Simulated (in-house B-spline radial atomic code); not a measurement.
RPA and GW calculation, with input and output: Ag

- system: Ag, configuration [Kr] 4d10 5s1.
- method: RPA, second-order and SOSEX correlation energies and G0W0 (contour deformation) on a scalar-relativistic (spin-free one-electron X2C) mean field, all electrons, B-spline basis (in-house B-spline radial atomic code)

Key numbers:

- outcome: converged
- mean-field total energy: −5312.86111 hartree
- total energy with exact exchange alone: −5312.86111 hartree
- exact exchange energy: −148.16824 hartree
- RPA correlation, extrapolated in the angular momentum of the empty orbitals: −3.66260 hartree
- RPA correlation, as summed: −3.60511 hartree
- direct second-order term: −4.27310 hartree
- second-order exchange term: 1.19137 hartree
- SOSEX term: 1.08803 hartree
- hardware: 1 thread of Intel Xeon (Granite Rapids), 192 GiB of memory available, shared host
- wall time: 21 s

Remarks:

Caveats: empty minority-spin level lies below the highest occupied level: each spin potential is zero at infinity, spin occupations fixed; spin-orbit coupling, Breit and QED terms are absent.

Input file:
```
Z = 47
electrons = 47.0
configuration = [Kr] 4d10 5s1
hamiltonian = x2c
method = oep
lmax = 9
rms_radius = 4.5454
spin_polarised = True
box_radius = 40.0
intervals = 108
ion_configuration = [Kr] 4d10
```

Launched within a batch (the task file carries these settings):
```bash
python <driver script> task.json out
```

The program writes its results to a structured record and prints no log; tables and figures of this report are taken from that record.

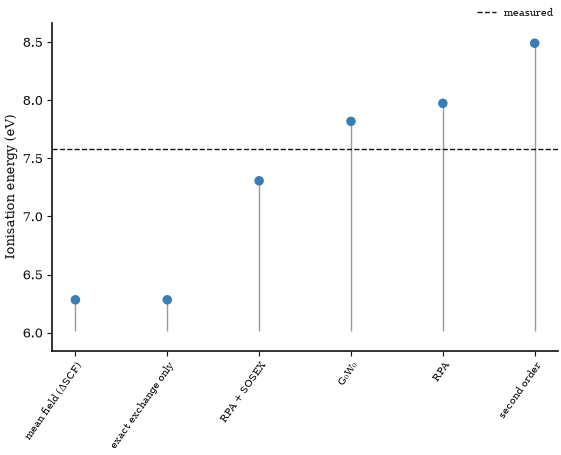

Fig. 1: Ionisation energy of Ag ([Kr] 4d¹⁰ 5s → [Kr] 4d¹⁰). All-electron spherical atom, scalar X2C, exchange-only OEP start, no spin-orbit coupling, Breit or QED terms; computed with a B-spline radial code. Differences of total energies, each species on its own start, beside the G₀W₀ level.

```csv
Method,Ionisation energy (eV)
mean field (ΔSCF),6.28
exact exchange only,6.28
second order,8.49
RPA,7.97
RPA + SOSEX,7.31
G₀W₀,7.82
```

The values run from 6.28 eV (mean field (ΔSCF) and exact exchange only) to 8.49 eV (second order). The measured value is 7.58 eV; nearest to it come G₀W₀ (+0.24) and RPA + SOSEX (−0.27), furthest exact exchange only (−1.29 eV).
